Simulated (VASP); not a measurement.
Band structure of TePb (space group Fm-3m). These are PBEsol GGA, VASP's PBE PAW potentials (set 64) (plane waves; VASP) values and carry that method's errors.

Unless said otherwise, spin-orbit coupling is left out, though it shifts the bands of the heavy elements here.

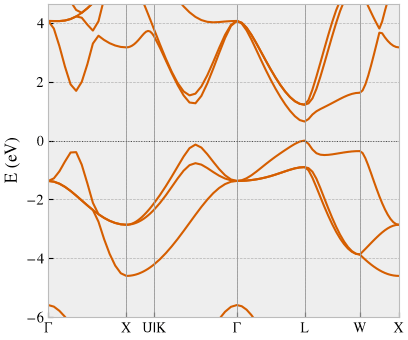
Figure: Bands along high-symmetry lines, zero at the valence-band maximum or, without a gap, the Fermi level

Problem. Read the plot: is there a gap, and where are the band edges?

Solution. The gap is direct, 0.65 eV, from the valence maximum at L to the conduction minimum at L. (Edges off the drawn lines would not show.)

The structure comes from a measured TePb entry (Fm-3m) of the Crystallography Open Database, whose conditions weren't checked. It was relaxed first.
